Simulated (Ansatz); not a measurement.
GaP (zinc blende)

```
GaP
1.0
    0.00000     5.50603     5.50603
    2.75302     0.00000     2.75302
    2.75302     2.75302     0.00000
P Ga
2 2
Direct
  0.37500   0.75000   0.75000
  0.87500   0.75000   0.75000
  0.00000   0.00000   0.00000
  0.50000   0.00000   0.00000
```

The atoms are displaced by Q × the pattern below (from a DFPT mode at L = (0.5, 0.0, 0.0), largest move 1; Q in Å), at fixed cell. (q is in reciprocal vectors of the primitive cell; the cell shown is doubled to hold the pattern.)

```csv
atom,x,y,z
P1,-0.098,0.098,0.098
P2,0.098,-0.098,-0.098
Ga3,-0.577,0.577,0.577
Ga4,0.577,-0.577,-0.577
```

Method: PBE (plane waves to 420 eV, PAW, scalar-relativistic; Ansatz, a quantum-chemistry and plane-wave program). k mesh 5×10×10 (Γ-centred), Fermi-Dirac smearing 0.05 eV. E stands for the smeared free energy. As the smearing reaches across the gap at some points, energies and forces of such displacements shift with the k mesh and the smearing. GaP was relaxed with its symmetry unable to fall. ΔE is measured from the undisplaced structure.

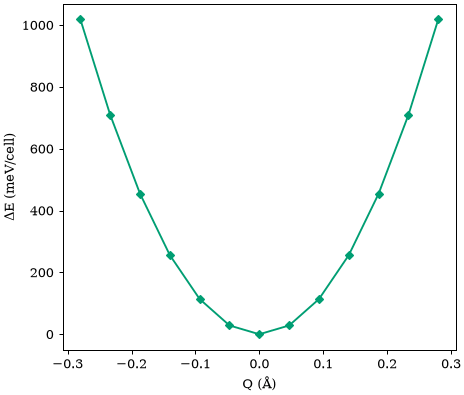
*ΔE (meV/cell) against Q (Å); one marker a computed point.*

**Question.** What is the energy change at Q = 0.280 Å?

**Answer.** About 1000 meV/cell.

**Question.** What harmonic wavenumber does the curvature at Q = 0 give?

**Answer.** About 220 cm⁻¹.

(A displaced cell: forces are minus the slopes of the energy, force constants its curvatures, and phonons follow from these.)
